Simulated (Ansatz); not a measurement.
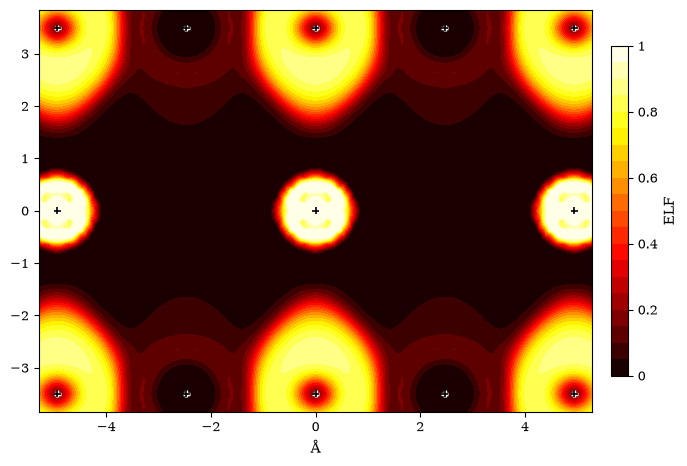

The ELF on a plane through atoms (crosses mark nuclei in the plane).

Theory: DFT PBE, scalar-relativistic, plane waves, PAW in Ansatz 0.2.0.

Candidates:
A. Ca2YAs6, a = 9.54 Å, b = 9.54 Å, c = 9.54 Å, α = 90.00°, β = 90.00°, γ = 90.00°. Space group Fm-3m; a structure generated by program, which may or may not match a known phase; computed without spin polarisation.
B. CdCuH4, a = 3.18 Å, b = 3.18 Å, c = 6.13 Å, α = 90.00°, β = 90.00°, γ = 90.00°. Space group P4/mmm; a structure generated by program, which may or may not match a known phase; computed without spin polarisation.
C. LiZnCl3, a = 4.94 Å, b = 4.94 Å, c = 4.94 Å, α = 90.00°, β = 90.00°, γ = 90.00°. Space group Pm-3m; a structure generated by program, which may or may not match a known phase; changed on purpose from its base cell (volume × 1.03).

### Which system is this?

Candidate C: LiZnCl3 on the (11̄0) plane of the conventional cell, which holds Li, Zn and Cl. Zn–Cl (2.47 Å): the ELF peaks at about 0.85 in the valence shell of Cl, 0.8 Å from its nucleus, and is about 0.35 at the midpoint. Li–Cl (3.49 Å): the ELF is about 0.35 at the midpoint and 0 at its lowest between the atoms (no localised pair shows between them).
